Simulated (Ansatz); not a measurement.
**CH₄O₂Si: from a rough start to a minimum**

Aim: relax CH₄O₂Si from a cheap starting geometry, check the end point by its vibrations and derive ideal-gas thermochemistry, and look at its orbitals and charge.

The runs use Ansatz 0.2.0, Gaussian basis; RKS PBE0-D4/def2-TZVP.

Plan: relaxation at PBE-D4/def2-SVP; relaxation at PBE0-D4/def2-TZVP; harmonic vibrations at the same level; a single point in def2-TZVPP for the fields.

**1. The system as given**

SMILES `C1O[SiH2]O1`, 8 atoms, charge 0, spin multiplicity 1.

Atoms are counted from 1 here; the program's logs count them from 0.

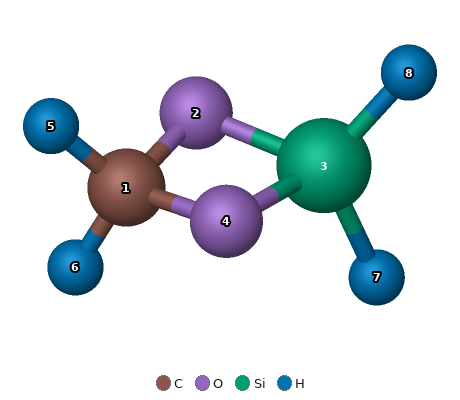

The starting geometry (carbon brown, oxygen purple, silicon teal, hydrogen blue); atoms are numbered from 1 in the order of the file.

The start is a force-field geometry with small random shifts, so a cheaper pass at PBE-D4/def2-SVP comes first.

**2. Geometry optimisation, PBE-D4/def2-SVP (cheap first pass)**

Contents of in.yaml:

```yaml
crystal:
  periodic: [false, false, false]
  atoms:
    - {symbol: C, position_ang: [-0.132100, 0.984700, -0.315400]}
    - {symbol: O, position_ang: [-0.866200, 0.188100, 0.643300]}
    - {symbol: Si, position_ang: [0.120000, -1.055000, 0.297700]}
    - {symbol: O, position_ang: [0.622500, -0.057800, -0.942900]}
    - {symbol: H, position_ang: [-0.873100, 1.504300, -1.042700]}
    - {symbol: H, position_ang: [0.475000, 1.796500, 0.132600]}
    - {symbol: H, position_ang: [1.272700, -1.162200, 1.307200]}
    - {symbol: H, position_ang: [-0.526600, -2.255700, -0.135500]}
basis:
  gaussian: {orbitals: def2-SVP}
hamiltonian: {xc: pbe, dispersion: d4}
relax: {f_tol: 0.03, max_steps: 200}
```

Command:

```sh
$ ansatz run in.yaml --threads 2 --pin off --events-out ev --progress --plain --max-ram 4352MiB
```

The program printed (excerpt; [...] marks lines left out):

```text
Functional definition: PBE
  name "PBE"
  cite "Perdew, Burke & Ernzerhof, Phys. Rev. Lett. 77, 3865 (1996) doi:10.1103/PhysRevLett.77.3865"
  parent pbe
[...]
872 factors; their error is unknown
[...]
mean field -13057.74109929 eV, -479.8631345439 hartree, gradient 1.5e-5 eV, S^2 0.000000; 0 other end points of the search recorded, 0 dependent functions left out
[...]
reference -13057.74112901 eV, -479.8631356363 hartree; 20, 20 occupied and 60, 60 virtual orbitals, 872 factors
relax step   1: F+E_penalty+E_count = -13057.88120634 eV  Δ(F+E_penalty+E_count) = +0.000e0 eV  max|allowed force component| = 2.328e0 eV/Å  Δτ_max = 0.0000 Å  (26 SCF iters, accepted)
[...]
relax step   5: F+E_penalty+E_count = -13058.23492612 eV  Δ(F+E_penalty+E_count) = -3.740e-3 eV  max|allowed force component| = 7.770e-2 eV/Å  Δτ_max = 0.0231 Å  (29 SCF iters, accepted)
[...]
relax step   6: F+E_penalty+E_count = -13058.23507421 eV  Δ(F+E_penalty+E_count) = -1.481e-4 eV  max|allowed force component| = 2.569e-3 eV/Å  Δτ_max = 0.0022 Å  (22 SCF iters, accepted)
872 factors; their error is unknown
[...]
mean field -13058.09654039 eV, -479.8761967634 hartree, gradient 8.0e-6 eV, S^2 0.000000; 1 other end points of the search recorded, 0 dependent functions left out
[...]
reference -13058.09657076 eV, -479.8761978798 hartree; 20, 20 occupied and 60, 60 virtual orbitals, 872 factors
Total energy: -13058.23510459 eV, -479.8812889039 hartree
Atom 0 at    -0.169016     1.029508    -0.337480 Å, force     0.000096     0.002569    -0.000032 eV/Å
Atom 1 at    -0.772351     0.312681     0.754390 Å, force    -0.002071    -0.000546     0.002354 eV/Å
Atom 2 at     0.189625    -1.029684     0.318937 Å, force    -0.000925     0.000511     0.000742 eV/Å
Atom 3 at     0.729565     0.050419    -0.888854 Å, force     0.002448    -0.001737    -0.002249 eV/Å
Atom 4 at    -0.935087     1.339640    -1.087177 Å, force     0.000073    -0.000778     0.000173 eV/Å
Atom 5 at     0.387239     1.925128     0.027988 Å, force    -0.000199    -0.000725    -0.000129 eV/Å
Atom 6 at     1.220427    -1.448266     1.328219 Å, force     0.000382     0.000212    -0.000356 eV/Å
Atom 7 at    -0.558203    -2.236526    -0.171725 Å, force     0.000198     0.000494    -0.000503 eV/Å
Dipole moment:     0.017962    -0.102715     0.032694 e Å
```

Run time: 6.5 s. Hardware: 2 threads of Arm Neoverse V2, shared host.

Step by step:

```
step  energy from step 1 (eV)  largest force component (eV/Å)
   1                   0.0000                          2.3279
   2                  -0.2705                          1.2336
   3                  -0.3461                          0.5576
   4                  -0.3500                          0.1733
   5                  -0.3537                          0.0777
   6                  -0.3539                          0.0026
```

Distances of close pairs at the start and the end, largest changes first:

```
  bond  before (Å)  after (Å)  change (Å)
O2–Si3       1.624      1.708      +0.084
Si3–H8       1.431      1.502      +0.071
 C1–H5       1.161      1.116      -0.045
Si3–O4       1.669      1.708      +0.039
Si3–H7       1.536      1.502      -0.034
 C1–O2       1.447      1.439      -0.008
 C1–H6       1.108      1.116      +0.008
 C1–O4       1.432      1.439      +0.007
```

**3. Optimising with PBE0-D4/def2-TZVP**

Contents of in.yaml:

```yaml
crystal:
  periodic: [false, false, false]
  atoms:
    - {symbol: C, position_ang: [-0.169016, 1.029508, -0.337480]}
    - {symbol: O, position_ang: [-0.772351, 0.312681, 0.754390]}
    - {symbol: Si, position_ang: [0.189625, -1.029684, 0.318937]}
    - {symbol: O, position_ang: [0.729565, 0.050419, -0.888854]}
    - {symbol: H, position_ang: [-0.935087, 1.339640, -1.087177]}
    - {symbol: H, position_ang: [0.387239, 1.925128, 0.027988]}
    - {symbol: H, position_ang: [1.220427, -1.448266, 1.328219]}
    - {symbol: H, position_ang: [-0.558203, -2.236526, -0.171725]}
basis:
  gaussian: {orbitals: def2-TZVP}
hamiltonian: {xc: pbe0, dispersion: d4}
relax: {f_tol: 0.005, max_steps: 150}
```

Same command.

The program printed (excerpt; [...] marks lines left out):

```text
Functional definition: PBE0
  name "PBE0"
  cite "Adamo & Barone, J. Chem. Phys. 110, 6158 (1999) doi:10.1063/1.478522"
  cite "Perdew, Burke & Ernzerhof, Phys. Rev. Lett. 77, 3865 (1996) doi:10.1103/PhysRevLett.77.3865"
  parent pbe
[...]
926 factors; their error is unknown
[...]
mean field -13068.18074334 eV, -480.2467843868 hartree, gradient 4.8e-5 eV, S^2 0.000000; 0 other end points of the search recorded, 0 dependent functions left out
[...]
reference -13068.18077212 eV, -480.2467854445 hartree; 20, 20 occupied and 134, 134 virtual orbitals, 926 factors
relax step   1: F+E_penalty+E_count = -13068.29520262 eV  Δ(F+E_penalty+E_count) = +0.000e0 eV  max|allowed force component| = 1.242e0 eV/Å  Δτ_max = 0.0000 Å  (26 SCF iters, accepted)
[...]
reference -13068.25723788 eV, -480.2495955090 hartree; 20, 20 occupied and 134, 134 virtual orbitals, 926 factors
Total energy: -13068.37241833 eV, -480.2538283126 hartree
Atom 0 at    -0.167394     1.020299    -0.334531 Å, force    -0.000604     0.003677    -0.001190 eV/Å
Atom 1 at    -0.759555     0.297085     0.747529 Å, force    -0.000678    -0.001350     0.001517 eV/Å
Atom 2 at     0.184951    -1.003077     0.310556 Å, force    -0.000078     0.000547    -0.000150 eV/Å
Atom 3 at     0.721664     0.038370    -0.872991 Å, force     0.001194    -0.001659    -0.000537 eV/Å
Atom 4 at    -0.922339     1.312470    -1.071227 Å, force     0.000164    -0.000960     0.000312 eV/Å
Atom 5 at     0.384982     1.891564     0.031264 Å, force     0.000139    -0.000948     0.000286 eV/Å
Atom 6 at     1.202302    -1.418201     1.306733 Å, force    -0.000142     0.000298    -0.000180 eV/Å
Atom 7 at    -0.552412    -2.195610    -0.173035 Å, force     0.000005     0.000394    -0.000057 eV/Å
Dipole moment:     0.010630    -0.061018     0.019458 e Å
```

Run time: 14 s. Hardware: 2 threads of Arm Neoverse V2, shared host.

Step by step:

```
step  energy from step 1 (eV)  largest force component (eV/Å)
   1                   0.0000                          1.2423
   2                  -0.0572                          0.9549
   3                  -0.0770                          0.0497
   4                  -0.0772                          0.0125
   5                  -0.0772                          0.0037
```

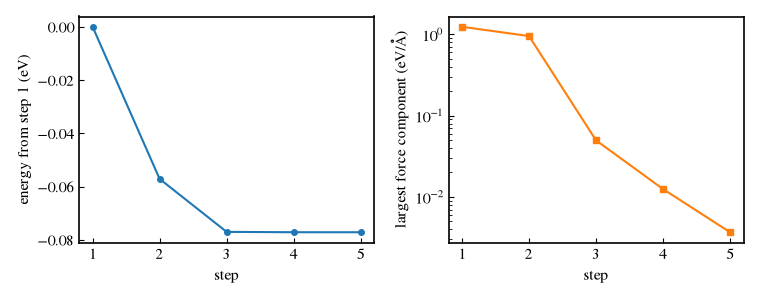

Energy and largest force along the relaxation.

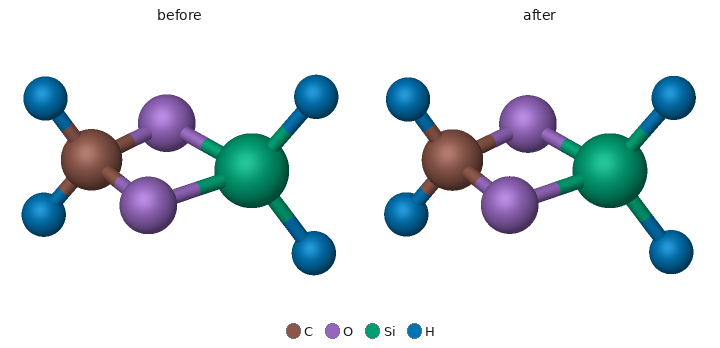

Before and after, at one scale.

Close pairs (by a distance rule), those that changed most:

```
  bond  before (Å)  after (Å)  change (Å)
O2–Si3       1.708      1.665      -0.043
Si3–O4       1.708      1.665      -0.043
 C1–H6       1.116      1.095      -0.021
 C1–H5       1.116      1.095      -0.021
Si3–H8       1.502      1.483      -0.019
Si3–H7       1.502      1.483      -0.019
 C1–O4       1.439      1.430      -0.009
 C1–O2       1.439      1.430      -0.009
```

Mulliken charges of the relaxed molecule (report file):

```
atom  value (e)
  C1       0.15
  O2      -0.41
 Si3       0.52
  O4      -0.41
  H5       0.11
  H6       0.11
  H7      -0.03
  H8      -0.03
```

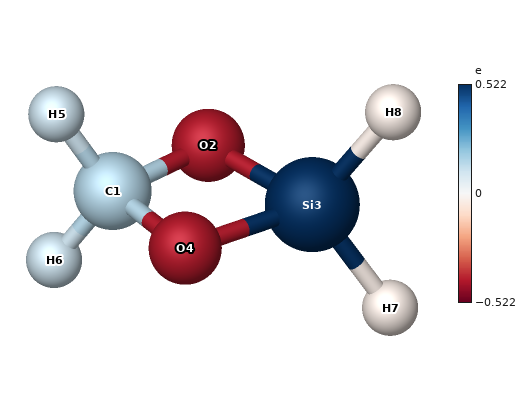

Mulliken charges of the relaxed molecule (report file), as colours on the atoms.

**4. Vibrations by finite differences**

Contents of in.yaml:

```yaml
crystal:
  periodic: [false, false, false]
  atoms:
    - {symbol: C, position_ang: [-0.167394, 1.020299, -0.334531]}
    - {symbol: O, position_ang: [-0.759555, 0.297085, 0.747529]}
    - {symbol: Si, position_ang: [0.184951, -1.003077, 0.310556]}
    - {symbol: O, position_ang: [0.721664, 0.038370, -0.872991]}
    - {symbol: H, position_ang: [-0.922339, 1.312470, -1.071227]}
    - {symbol: H, position_ang: [0.384982, 1.891564, 0.031264]}
    - {symbol: H, position_ang: [1.202302, -1.418201, 1.306733]}
    - {symbol: H, position_ang: [-0.552412, -2.195610, -0.173035]}
basis:
  gaussian: {orbitals: def2-TZVP}
hamiltonian: {xc: pbe0, dispersion: d4}
phonons: {temperatures: {t_min: 298.15, t_max: 900, t_step: 200}}
```

Launched as before.

The program printed (excerpt; [...] marks lines left out):

```text
Functional definition: PBE0
  name "PBE0"
  cite "Adamo & Barone, J. Chem. Phys. 110, 6158 (1999) doi:10.1063/1.478522"
  cite "Perdew, Burke & Ernzerhof, Phys. Rev. Lett. 77, 3865 (1996) doi:10.1103/PhysRevLett.77.3865"
  parent pbe
[...]
926 factors; their error is unknown
[...]
mean field -13068.25720962 eV, -480.2495944707 hartree, gradient 8.2e-6 eV, S^2 0.000000; 0 other end points of the search recorded, 0 dependent functions left out
[...]
reference -13068.25723787 eV, -480.2495955090 hartree; 20, 20 occupied and 134, 134 virtual orbitals, 926 factors
[...]
926 factors; their error is unknown
mean field -13068.25701100 eV, -480.2495871715 hartree, gradient 1.3e-6 eV, S^2 0.000000; 0 other end points of the search recorded, 0 dependent functions left out
[...]
reference -13068.25703926 eV, -480.2495882101 hartree; 20, 20 occupied and 134, 134 virtual orbitals, 926 factors
[...]
Atom 0 at    -0.167394     1.020299    -0.334531 Å, force    -0.000631     0.003678    -0.001164 eV/Å
Atom 1 at    -0.759555     0.297085     0.747529 Å, force    -0.000680    -0.001330     0.001508 eV/Å
Atom 2 at     0.184951    -1.003077     0.310556 Å, force    -0.000076     0.000516    -0.000152 eV/Å
Atom 3 at     0.721664     0.038370    -0.872991 Å, force     0.001203    -0.001659    -0.000553 eV/Å
Atom 4 at    -0.922339     1.312470    -1.071227 Å, force     0.000178    -0.000961     0.000316 eV/Å
Atom 5 at     0.384982     1.891564     0.031264 Å, force     0.000138    -0.000948     0.000278 eV/Å
Atom 6 at     1.202302    -1.418201     1.306733 Å, force    -0.000143     0.000299    -0.000179 eV/Å
Atom 7 at    -0.552412    -2.195610    -0.173035 Å, force     0.000011     0.000405    -0.000054 eV/Å
Dipole moment:     0.010630    -0.061017     0.019458 e Å
Vibrations: 223.23 540.46 649.12 703.25 778.13 802.42 948.29 1019.45 1025.07 1091.93 1148.47 1163.20 1383.55 1549.46 2238.75 2241.98 3038.83 3093.64 cm⁻¹, zero-point energy 1.465445 eV
```

Wall time 49 s (2 threads of Arm Neoverse V2, shared host).

Motions are named by where the mode's potential energy lies. The modes, unscaled (a negative number is an imaginary wavenumber):

```
mode  cm⁻¹                 motion
   1   223                torsion
   2   540      torsion with bend
   3   649                   bend
   4   703      bend with torsion
   5   778           Si–O stretch
   6   802      bend with torsion
   7   948           Si–O stretch
   8  1019  C–O stretch with bend
   9  1025      bend with torsion
  10  1092  C–O stretch with bend
  11  1148                   bend
  12  1163                   bend
  13  1384                   bend
  14  1549                   bend
  15  2239           Si–H stretch
  16  2242           Si–H stretch
  17  3039            C–H stretch
  18  3094            C–H stretch
```

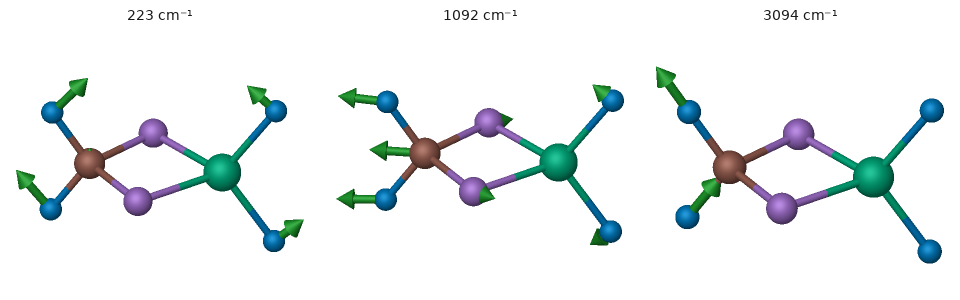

How the atoms move in 3 of the modes.

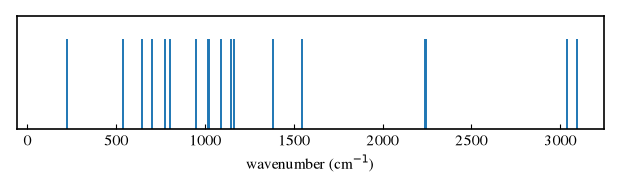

The harmonic wavenumbers as sticks (no intensities were computed).

Ideal gas, rigid rotor and harmonic oscillator at 298.15 K and 1 bar, with symmetry number 2:

```
                term            value
   zero-point energy    33.8 kcal/mol
          H(298) − E    37.0 kcal/mol
entropy, translation  162.9 J/(mol K)
   entropy, rotation   94.8 J/(mol K)
  entropy, vibration   17.1 J/(mol K)
      entropy, total  274.7 J/(mol K)
```

**5. Orbitals, density and potential**

Edit in.yaml of step 4 so:

```diff
@@ -12,4 +12,4 @@
 basis:
-  gaussian: {orbitals: def2-TZVP}
+  gaussian: {orbitals: def2-TZVPP}
 hamiltonian: {xc: pbe0, dispersion: d4}
-phonons: {temperatures: {t_min: 298.15, t_max: 900, t_step: 200}}
+output: {orbitals: {seedname: orbitals}}
```

The command is unchanged.

The program printed:

```text
Functional definition: PBE0
  name "PBE0"
  cite "Adamo & Barone, J. Chem. Phys. 110, 6158 (1999) doi:10.1063/1.478522"
  cite "Perdew, Burke & Ernzerhof, Phys. Rev. Lett. 77, 3865 (1996) doi:10.1103/PhysRevLett.77.3865"
  parent pbe
  parameter a = 0.25
  parameter kappa = 0.804
  parameter beta = 0.06672455060314922
  exchange = (1 - a)*pbe_x(kappa = kappa, mu = beta*pi^2/3) + a*exact_x
  correlation = pbe_c(beta = beta)
1009 factors; their error is unknown
mean field evaluation 1: about -13062.9446 eV, gradient 5.7e1 eV
mean field evaluation 2: about -13055.8486 eV, gradient 8.5e1 eV
mean field evaluation 4: about -13068.2541 eV, gradient 2.7e0 eV
mean field evaluation 8: about -13068.2875 eV, gradient 3.6e-2 eV
mean field -13068.28754578 eV, -480.2507093041 hartree, gradient 2.8e-5 eV, S^2 0.000000; 0 other end points of the search recorded, 0 dependent functions left out
reference -13068.28757399 eV, -480.2507103406 hartree; 20, 20 occupied and 171, 171 virtual orbitals, 1009 factors
Total energy: -13068.40275444 eV, -480.2549431443 hartree
```

Run time: 2.1 s. Hardware: 2 threads of Arm Neoverse V2, shared host.

The fields below are evaluated on a grid from the run's orbitals.

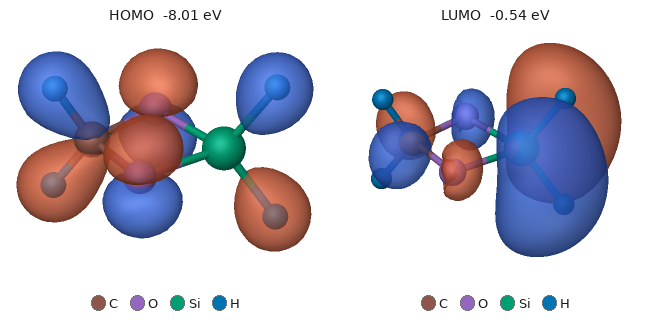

Frontier orbitals at PBE0-D4/def2-TZVPP; each surface holds 70 % of the orbital's density, blue and red mark the sign.

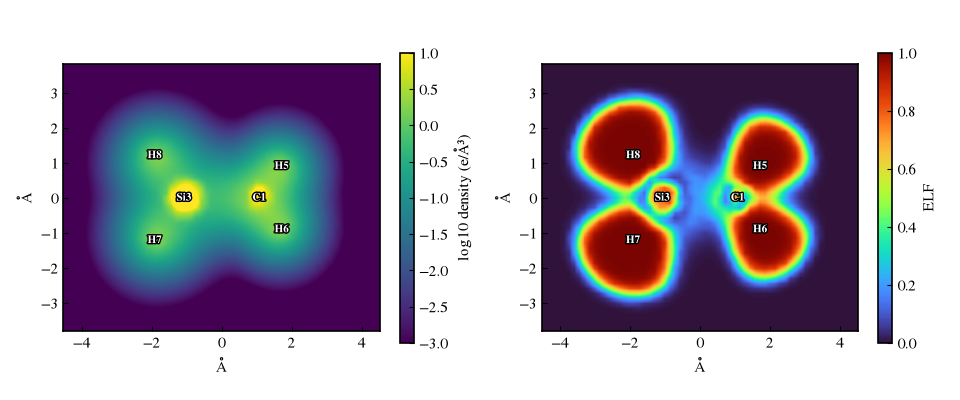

Density (left) and ELF (right) in a plane through or near 6 of the atoms.

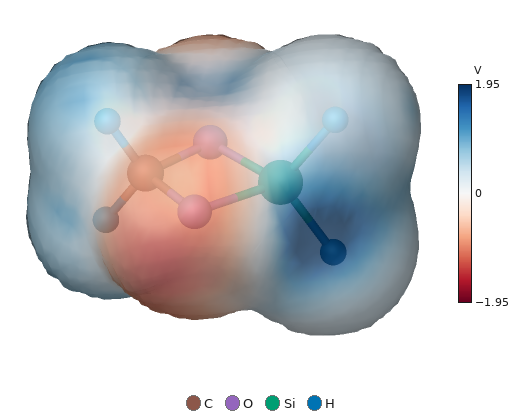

The potential that a unit positive charge feels on the 0.002 e/bohr³ surface, from the 1st to the 99th percentile, from -1.23 V near O2 to 1.95 V near Si3.

**6. What came out**

| quantity | value |
| --- | --- |
| point group | C2v |
| steps | 6 + 5 |
| shift from the start (rms) | 0.163 Å |
| total energy | -13068.3724 eV |
| dispersion term | -115 meV |
| dipole moment | 0.31 D |
| lowest, highest wavenumber | 223, 3094 cm⁻¹ |
| zero-point energy | 33.8 kcal/mol |
| entropy at 298.15 K | 274.7 J/(mol K) |
| HOMO, LUMO | -8.01, -0.54 eV |

**Reading.** The relaxed geometry lies 0.16 Å (rms) from the start; the bond that changed most is C1–H5, from 1.161 to 1.095 Å. All wavenumbers are real, so the end point is a minimum. The stiffest mode, 3094 cm⁻¹, is a C–H stretch. Harmonic hybrid wavenumbers usually lie a few per cent above measured fundamentals. The largest Mulliken charge, +0.52 e, sits on Si3. The HOMO lies mostly on O2, O4 about 25 % each; 4 H atoms about 11 % each and the LUMO on Si3 28 %; H7, H8 about 22 % each.
